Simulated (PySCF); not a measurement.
# C2H6B2ClN: electronic excitations and core binding energies

What electronic excitations and core binding energies should C2H6B2ClN (`C=CB(Cl)BN`) show?

Programs: PySCF 2.14.0, with density-fitted response routines of our own. Each step states its level of theory. These are calculated values for one molecule in the gas phase, unless marked as measured. Atoms count from 0, in the outputs and in this text.

### 1 Starting geometry

12 atoms, charge 0, multiplicity 1; geometry from: GFN2-xTB.

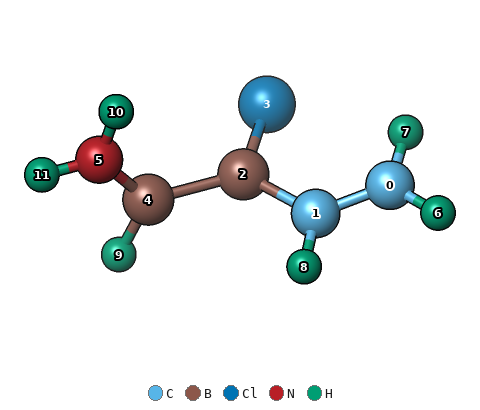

As it starts; carbon blue, boron brown, chlorine blue, nitrogen red, hydrogen teal, atoms numbered; sticks join atoms by distance.

### 2 Ultraviolet spectrum: PBE0/def2-SVPD

The job: settings as JSON, then the geometry in Å.

```
{"job": {"kind": "uv", "xc": "PBE0", "basis": "def2-SVPD", "nstates": 8, "ntriplets": 3}, "charge": 0, "multiplicity": 1}
C      2.459513    -0.473262     0.163883
C      1.238614    -0.301788    -0.341337
B      0.127107     0.604518     0.281579
Cl     0.657432     1.748948     1.462603
B     -1.478961     0.531140    -0.182718
N     -2.435486    -0.230257     0.464737
H      3.190803    -1.132516    -0.279017
H      2.772382     0.044476     1.057556
H      0.988448    -0.863380    -1.236241
H     -1.867319     1.143215    -1.115488
H     -2.248503    -0.796651     1.275972
H     -3.402831    -0.275127     0.187164
```

With the program's defaults for keys left out, this is: TDDFT PBE0/def2-SVPD, vertical, gas phase, core orbitals frozen in the response.

Started as:

```console
$ OMP_NUM_THREADS=1 python probes_run.py task.json out
```

One launch serves the whole session: the jobs run in the order shown.

Output:

```text
coarse grid: 10752 points
cycle   1  E = -643.7677274272  dE =  5.371e-01  |g| = 3.925e-01  |ddm| = 5.333e+00
cycle   2  E = -643.7667829820  dE =  9.444e-04  |g| = 4.217e-01  |ddm| = 1.287e+00
cycle   3  E = -643.8094593117  dE = -4.268e-02  |g| = 7.710e-02  |ddm| = 5.395e-01
cycle   4  E = -643.8108902771  dE = -1.431e-03  |g| = 2.108e-02  |ddm| = 1.325e-01
cycle   5  E = -643.8109793532  dE = -8.908e-05  |g| = 1.013e-02  |ddm| = 4.128e-02
cycle   6  E = -643.8110082998  dE = -2.895e-05  |g| = 1.844e-03  |ddm| = 1.640e-02
cycle   7  E = -643.8110090859  dE = -7.861e-07  |g| = 6.289e-04  |ddm| = 3.581e-03
final grid: 99808 points
cycle   8  E = -643.8785885683  dE = -2.436e-05  |g| = 6.810e-03  |ddm| = 8.160e-02
cycle   9  E = -643.8785839070  dE =  4.661e-06  |g| = 8.287e-03  |ddm| = 1.902e-02
cycle  10  E = -643.8786005095  dE = -1.660e-05  |g| = 9.643e-04  |ddm| = 9.288e-03
cycle  11  E = -643.8786007449  dE = -2.354e-07  |g| = 1.728e-04  |ddm| = 1.680e-03
cycle  12  E = -643.8786007516  dE = -6.689e-09  |g| = 5.566e-05  |ddm| = 3.811e-04
cycle  13  E = -643.8786007524  dE = -8.540e-10  |g| = 1.117e-05  |ddm| = 1.204e-04
converged SCF energy = -643.8786007524

Static polarisability (au): isotropic 75.412, principal 59.777 73.145 93.314

Singlet excitations
state   eV       nm        f      main configurations
  1   4.1641    297.7   0.00846   H->L 0.98
  2   5.5144    224.8   0.21857   H-1->L 0.91
  3   5.6834    218.2   0.00089   H-2->L 0.93
  4   6.0110    206.3   0.00035   H->L+1 0.71, H-3->L 0.24
  5   6.0967    203.4   0.02172   H-3->L 0.59, H->L+1 0.22, H-4->L 0.09
  6   6.3841    194.2   0.00997   H-4->L 0.68, H-5->L 0.20
  7   6.8634    180.6   0.00473   H->L+2 0.91
  8   6.9832    177.5   0.01961   H-1->L+1 0.65, H-5->L 0.24

Triplet excitations (Tamm-Dancoff, eV): 3.5401 3.7043 5.3518
```

It took 35 s on 1 thread of Arm Neoverse N1, shared host; peak memory 0.7 GiB.

The orbitals next to the gap, with their largest atomic shares:

```csv
orbital,eV,atoms
HOMO−3,-9.29,"Cl3 39 %, B4 14 %, C1 11 %"
HOMO−2,-8.72,"N5 63 %, B4 16 %, H11 6 %"
HOMO−1,-8.07,"C1 35 %, C0 34 %, Cl3 14 %"
HOMO,-7.56,"Cl3 31 %, B4 21 %, B2 21 %"
LUMO,-1.86,"B2 30 %, C0 23 %, C1 17 %"
LUMO+1,0.01,"B4 37 %, N5 18 %, B2 14 %"
LUMO+2,0.42,"B4 30 %, B2 17 %, H11 10 %"
```

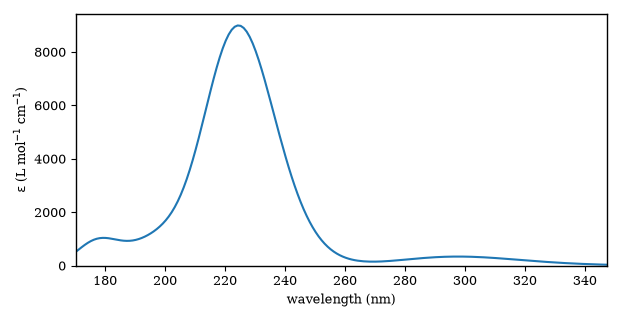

Absorption spectrum: each of the 8 states is a Gaussian band of 0.4 eV half-width at 1/e. Beyond the last state computed it falls off for lack of states.

Further results of this job:

```csv
property,computed
dipole moment (D),2.24
polarisability (Å³),11.17
HOMO–LUMO gap (eV),5.70
−ε(HOMO) (eV),7.56
```

### 3 Core holes by ΔSCF: SCAN, X2C

Settings changed since step 2:

```diff
@@ -1,2 +1,2 @@
-{"job": {"kind": "uv", "xc": "PBE0", "basis": "def2-SVPD", "nstates": 8, "ntriplets": 3}, "charge": 0, "multiplicity": 1}
+{"job": {"kind": "xps"}, "charge": 0, "multiplicity": 1}
 C      2.459513    -0.473262     0.163883
```

With the program's defaults for keys left out, this is: delta-SCF UKS SCAN, pcX-2 on the ionised atom, pcseg-1 elsewhere, spin-free X2C.

Output:

```text
ground state, core basis on atom 0 (C), 149 functions
  cycle   1  E = -645.69397462  |g| = 5.09e-01
  cycle   2  E = -645.65950710  |g| = 6.31e-01
  cycle   3  E = -645.76028775  |g| = 1.13e-01
  cycle   4  E = -645.76370806  |g| = 3.02e-02
  cycle   5  E = -645.76382275  |g| = 2.06e-02
  cycle   6  E = -645.76394187  |g| = 5.15e-03
  cycle   7  E = -645.76394809  |g| = 2.05e-03
  cycle   8  E = -645.76394973  |g| = 3.46e-04
  E(ground) = -645.77961118 Eh
hole in C 1s of atom 0
  cycle   1  E = -634.50629788  |g| = 1.50e+00
  cycle   2  E = -632.29747739  |g| = 2.19e+00
  cycle   3  E = -634.69731676  |g| = 8.55e-01
  cycle   4  E = -635.01727718  |g| = 3.82e-01
  cycle   5  E = -635.06666220  |g| = 2.13e-01
  cycle   6  E = -635.08866303  |g| = 6.03e-02
  cycle   7  E = -635.09076462  |g| = 2.14e-02
  cycle   8  E = -635.09106711  |g| = 7.56e-03
  cycle   9  E = -635.09111315  |g| = 3.91e-03
  cycle  10  E = -635.09112742  |g| = 2.88e-03
  cycle  11  E = -635.09113698  |g| = 1.02e-03
  cycle  12  E = -635.09114041  |g| = 4.18e-04
  E(ion) = -635.10570853 Eh   <S^2> = 0.7991   hole on atom = 1.000   binding energy = 290.452 eV
ground state, core basis on atom 1 (C), 149 functions
  cycle   1  E = -645.76384473  |g| = 6.41e-02
  cycle   2  E = -645.76274704  |g| = 7.07e-02
  cycle   3  E = -645.76368458  |g| = 3.93e-02
  cycle   4  E = -645.76411855  |g| = 7.92e-03
  cycle   5  E = -645.76413896  |g| = 1.02e-03
  cycle   6  E = -645.76413915  |g| = 3.83e-04
  E(ground) = -645.77978264 Eh
hole in C 1s of atom 1
  cycle   1  E = -634.53075344  |g| = 1.51e+00
  cycle   2  E = -632.07514482  |g| = 2.24e+00
  cycle   3  E = -634.63759641  |g| = 9.04e-01
  cycle   4  E = -635.05995216  |g| = 3.13e-01
  cycle   5  E = -635.09169917  |g| = 1.71e-01
  cycle   6  E = -635.10572358  |g| = 3.85e-02
  cycle   7  E = -635.10654061  |g| = 1.60e-02
  cycle   8  E = -635.10669457  |g| = 7.57e-03
  cycle   9  E = -635.10674035  |g| = 3.51e-03
  cycle  10  E = -635.10675714  |g| = 2.95e-03
  cycle  11  E = -635.10677005  |g| = 1.27e-03
  cycle  12  E = -635.10677489  |g| = 6.03e-04
  cycle  13  E = -635.10677580  |g| = 2.45e-04
  E(ion) = -635.12061245 Eh   <S^2> = 0.7958   hole on atom = 1.000   binding energy = 290.051 eV
ground state, core basis on atom 2 (B), 149 functions
  cycle   1  E = -645.75668198  |g| = 5.38e-02
  cycle   2  E = -645.75565065  |g| = 6.70e-02
  cycle   3  E = -645.75675459  |g| = 2.92e-02
  cycle   4  E = -645.75698264  |g| = 9.76e-03
  cycle   5  E = -645.75701177  |g| = 8.93e-04
  cycle   6  E = -645.75701177  |g| = 1.73e-04
  E(ground) = -645.77340199 Eh
hole in B 1s of atom 2
  cycle   1  E = -638.13302027  |g| = 1.17e+00
  cycle   2  E = -635.87664294  |g| = 2.16e+00
  cycle   3  E = -638.35820392  |g| = 6.29e-01
  cycle   4  E = -638.51615059  |g| = 2.97e-01
  cycle   5  E = -638.55059664  |g| = 1.23e-01
  cycle   6  E = -638.55824502  |g| = 4.09e-02
  cycle   7  E = -638.55911652  |g| = 2.32e-02
  cycle   8  E = -638.55950846  |g| = 5.95e-03
  cycle   9  E = -638.55954771  |g| = 5.71e-03
  cycle  10  E = -638.55957532  |g| = 2.90e-03
  cycle  11  E = -638.55958777  |g| = 1.39e-03
  cycle  12  E = -638.55959119  |g| = 8.29e-04
  cycle  13  E = -638.55959225  |g| = 3.64e-04
  E(ion) = -638.57342273 Eh   <S^2> = 0.8129   hole on atom = 1.000   binding energy = 195.921 eV
ground state, core basis on atom 3 (Cl), 160 functions
  cycle   1  E = -645.94949083  |g| = 4.86e-01
  cycle   2  E = -645.94965234  |g| = 4.89e-02
  cycle   3  E = -645.94951939  |g| = 4.21e-02
  cycle   4  E = -645.94971465  |g| = 1.94e-02
  cycle   5  E = -645.94982112  |g| = 4.15e-03
  cycle   6  E = -645.94982284  |g| = 8.52e-04
  cycle   7  E = -645.94982306  |g| = 1.42e-04
  E(ground) = -645.94800776 Eh
hole in Cl 1s of atom 3
  cycle   1  E = -540.75778325  |g| = 5.47e+00
  cycle   2  E = -541.10294357  |g| = 2.21e+00
  cycle   3  E = -541.60376390  |g| = 8.66e-01
  cycle   4  E = -541.91015931  |g| = 3.83e-01
  cycle   5  E = -541.96136953  |g| = 2.59e-01
  cycle   6  E = -541.99900562  |g| = 7.23e-02
  cycle   7  E = -542.00133506  |g| = 2.94e-02
  cycle   8  E = -542.00175183  |g| = 1.08e-02
  cycle   9  E = -542.00181059  |g| = 4.38e-03
  cycle  10  E = -542.00181976  |g| = 1.52e-03
  cycle  11  E = -542.00182125  |g| = 2.39e-04
  E(ion) = -542.00826837 Eh   <S^2> = 0.7520   hole on atom = 1.000   binding energy = 2828.344 eV
hole in Cl 2p of atom 3
  cycle   1  E = -637.89376989  |g| = 1.71e+00
  cycle   2  E = -637.78389030  |g| = 1.33e+00
  cycle   3  E = -638.27145363  |g| = 3.66e-01
  cycle   4  E = -638.32256883  |g| = 2.40e-01
  cycle   5  E = -638.35124912  |g| = 1.08e-01
  cycle   6  E = -638.35787741  |g| = 3.30e-02
  cycle   7  E = -638.35841175  |g| = 8.38e-03
  cycle   8  E = -638.35844228  |g| = 4.49e-03
  cycle   9  E = -638.35845181  |g| = 1.70e-03
  cycle  10  E = -638.35845212  |g| = 4.21e-04
  E(ion) = -638.36508346 Eh   <S^2> = 0.7515   hole on atom = 1.001   binding energy = 206.342 eV
  2p3/2 = 205.757 eV   2p1/2 = 207.411 eV
ground state, core basis on atom 4 (B), 149 functions
  cycle   1  E = -645.75731929  |g| = 4.97e-02
  cycle   2  E = -645.75726751  |g| = 2.87e-02
  cycle   3  E = -645.75738422  |g| = 1.97e-02
  cycle   4  E = -645.75747137  |g| = 6.79e-03
  cycle   5  E = -645.75748237  |g| = 1.26e-03
  cycle   6  E = -645.75748218  |g| = 4.42e-04
  E(ground) = -645.77308082 Eh
hole in B 1s of atom 4
  cycle   1  E = -638.17946992  |g| = 1.17e+00
  cycle   2  E = -636.21418965  |g| = 1.89e+00
  cycle   3  E = -638.35365567  |g| = 6.05e-01
  cycle   4  E = -638.52860100  |g| = 3.40e-01
  cycle   5  E = -638.57398869  |g| = 1.72e-01
  cycle   6  E = -638.58854670  |g| = 4.44e-02
  cycle   7  E = -638.58956305  |g| = 1.56e-02
  cycle   8  E = -638.58972896  |g| = 1.09e-02
  cycle   9  E = -638.58983449  |g| = 8.13e-03
  cycle  10  E = -638.58990454  |g| = 4.12e-03
  cycle  11  E = -638.58994655  |g| = 2.90e-03
  cycle  12  E = -638.58996637  |g| = 1.76e-03
  cycle  13  E = -638.58997080  |g| = 7.49e-04
  cycle  14  E = -638.58997133  |g| = 2.61e-04
  E(ion) = -638.60516196 Eh   <S^2> = 0.8179   hole on atom = 1.000   binding energy = 195.049 eV
ground state, core basis on atom 5 (N), 149 functions
  cycle   1  E = -645.77609313  |g| = 7.19e-02
  cycle   2  E = -645.77609565  |g| = 6.77e-03
  cycle   3  E = -645.77608323  |g| = 9.55e-03
  cycle   4  E = -645.77610528  |g| = 2.77e-03
  cycle   5  E = -645.77611011  |g| = 3.57e-04
  E(ground) = -645.78931503 Eh
hole in N 1s of atom 5
  cycle   1  E = -630.18256143  |g| = 1.86e+00
  cycle   2  E = -627.79565012  |g| = 2.50e+00
  cycle   3  E = -630.62546965  |g| = 6.48e-01
  cycle   4  E = -630.81137434  |g| = 3.35e-01
  cycle   5  E = -630.86223991  |g| = 1.65e-01
  cycle   6  E = -630.87656646  |g| = 7.73e-02
  cycle   7  E = -630.87991670  |g| = 2.08e-02
  cycle   8  E = -630.88015323  |g| = 7.02e-03
  cycle   9  E = -630.88018237  |g| = 2.72e-03
  cycle  10  E = -630.88018534  |g| = 1.22e-03
  cycle  11  E = -630.88018716  |g| = 2.82e-04
  E(ion) = -630.89200167 Eh   <S^2> = 0.7642   hole on atom = 1.000   binding energy = 405.377 eV
```

Run time: 1.8 min. Hardware: 1 thread of Arm Neoverse N1, shared host; peak memory 0.48 GiB.

The holes in one table. −ε is the ground-state orbital energy:

```csv
hole,stands for,environment,ΔSCF (eV; 2p as the shell's mean),−ε (eV),⟨S²⟩
C1s on C0,C0,terminal =CH2 carbon,290.45,274.0,0.799
C1s on C1,C1,alkene CH,290.05,273.3,0.796
B1s on B2,B2,"boron bonded to C, B, Cl",195.92,180.5,0.813
Cl1s on Cl3,Cl3,chlorine bonded to B,2828.34,2763.4,0.752
Cl2p on Cl3,Cl3,chlorine bonded to B,206.31,193.2,0.752
B1s on B4,B4,"boron bonded to B, N, H",195.05,179.3,0.818
N1s on N5,N5,"nitrogen bonded to B, 2 H",405.38,386.2,0.764
```

With the spin-orbit splitting: Cl3 2p3/2 205.76, 2p1/2 207.41 eV. The table gives each 2p level as the mean over the whole 2p shell (two parts 2p3/2, one part 2p1/2), which differs a little from the single hole in the log.

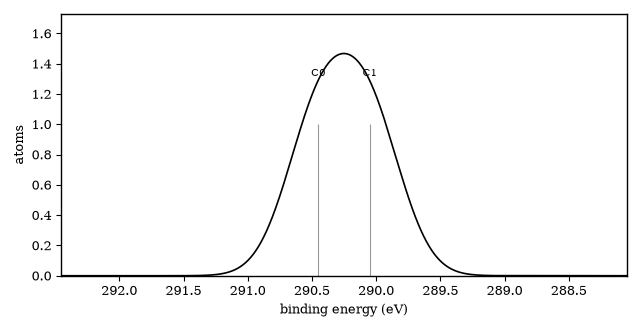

The C1s photoelectron lines, weighted by the number of atoms. Lines are broadened to a width of 0.60 eV (Gaussian).

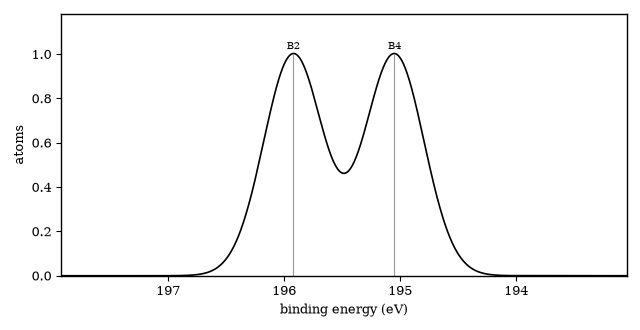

The B1s photoelectron lines, weighted by the number of atoms. Lines are broadened to a width of 0.60 eV (Gaussian).

### 4 Summary of results

| quantity | value |
| --- | --- |
| lowest singlet (PBE0/def2-SVPD) | 4.16 eV (298 nm), f = 0.008 |
| brightest single state of those computed | state 2, 5.51 eV, f = 0.219 |
| lowest triplet | 3.54 eV |
| C1s binding energies, SCAN/pcX-2 | C0 290.45, C1 290.05 eV |
| B1s binding energies, SCAN/pcX-2 | B2 195.92, B4 195.05 eV |
| Cl1s binding energies, SCAN/pcX-2 | Cl3 2828.34 eV |
| Cl2p binding energies, SCAN/pcX-2 | Cl3 206.31 eV |
| N1s binding energies, SCAN/pcX-2 | N5 405.38 eV |

The first singlet state (HOMO→LUMO 0.98) lies at 4.16 eV and is weak; of the 8 states computed, the strongest absorption comes from state 2 at 5.51 eV. The lowest triplet lies 0.62 eV below the lowest singlet (triplets in Tamm-Dancoff, singlets in full TDDFT). The C1s levels kept as sound span 0.40 eV, from C1 (alkene CH) up to C0 (terminal =CH2 carbon). B2 (boron bonded to C, B, Cl) binds its B1s electron 0.87 eV more tightly than B4 (boron bonded to B, N, H).
